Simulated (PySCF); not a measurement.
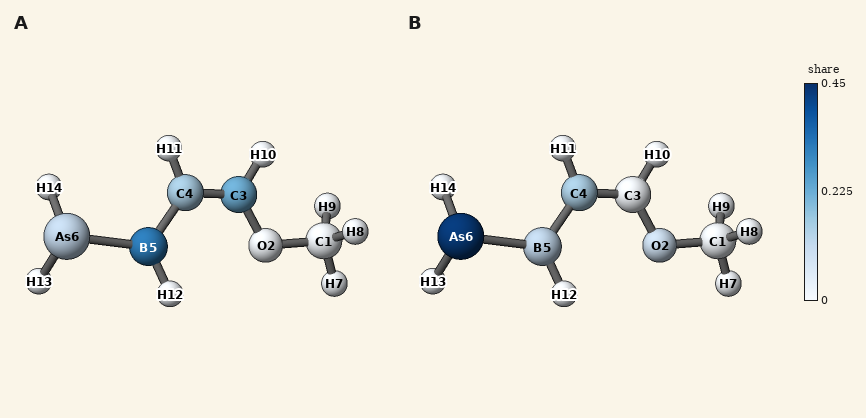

Each panel colours the atoms by their Löwdin share in one orbital (up to four of the largest shares; other atoms are shown as zero). The computed structure is the end point of a GFN2-xTB optimisation. No frequency run is at hand to confirm it as a minimum. Level of theory: CAM-B3LYP/def2-SVPD (PySCF 2.14.0).

### The panels show the HOMO, LUMO, in some order. Which is which?

A: LUMO, −0.64 eV; B5 0.31, C3 0.22, C4 0.15, As6 0.11
B: HOMO, −7.94 eV; As6 0.43, C4 0.15, B5 0.12, O2 0.09

The geometry is semi-empirical. Around As, B such bond lengths and angles can be off by a tenth of an ångström or more and by several degrees, and values that hang on the shape move with them.
